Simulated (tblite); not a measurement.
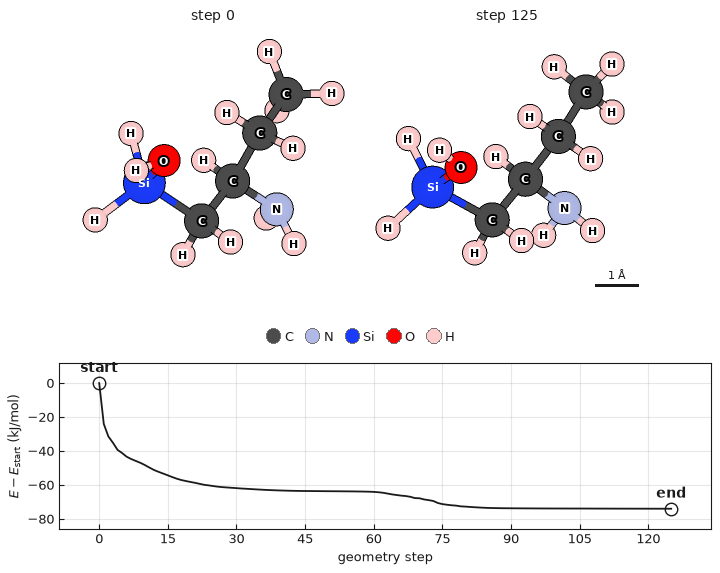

First and last geometry of a relaxation of C$_{4}$H$_{13}$NOSi, with the history of the run. A ball-and-stick model, seen from a free direction.

Method: tblite 0.8.0, GFN2-xTB geometry optimisation, gas phase. 

Read the history and describe the run.

Answer. It converged. The energy falls by 74.0 kJ/mol in 125 geometry steps. An H atom moves most after the best rigid fit: 1.05 Å. Largest moves by element: H 1.05 Å, N 0.29 Å, O 0.22 Å, C 0.19 Å, Si 0.17 Å. Some distances before and after: O–Si 1.729 → 1.628 Å, C–C 1.490 → 1.538 Å, H–O 0.991 → 0.953 Å, C–Si 1.859 → 1.895 Å. Among the angles between lasting bonds that change: Si–O–H 112.9° → 121.7°, C–Si–O 112.6° → 105.0°, C–N–H 116.7° → 109.8°. Groups turn about C–C by about 60°, O–Si by about 50°, C–N by about 35°.
